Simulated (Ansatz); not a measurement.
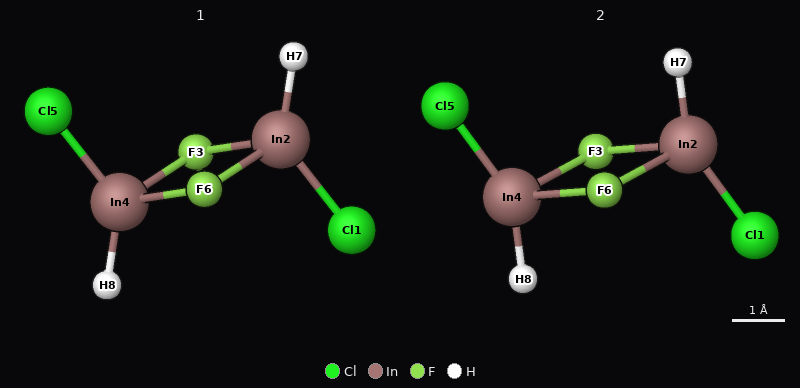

Two geometries of In₂H₂Cl₂F₂, drawn at one scale. One is the start of a relaxation, the other its converged end. A ball-and-stick model, seen at a tilt.

Method: RKS PBE0-D4/def2-TZVP (Ansatz). Set-up: force threshold 0.005 eV/Å; at most 150 steps.

Which geometry has the lower energy?

Answer. Structure 1 is the relaxed one. The start comes from GFN2-xTB. The largest moves after the best rigid fit, 0.33 Å, are those of H7 and H8. Largest moves by element: H 0.33 Å, In 0.18 Å, Cl 0.13 Å, F 0.07 Å. Near-neighbour distances that change, for instance: In2–F6 2.248 → 2.119 Å, F3–In4 2.245 → 2.119 Å, Cl1–In2 2.260 → 2.305 Å, In2–H7 1.668 → 1.684 Å. Bond angles that change, for instance: Cl1–In2–H7 152.3° → 135.0°, F6–In2–H7 97.0° → 112.8°, F3–In2–H7 97.5° → 112.9°. After 4 geometry steps the energy has fallen by 42.9 kJ/mol. The largest force component goes from 1.3 to 0.0037 eV/Å. Cost: 50 s on 4 threads of Arm Neoverse V1, with other jobs on the host.
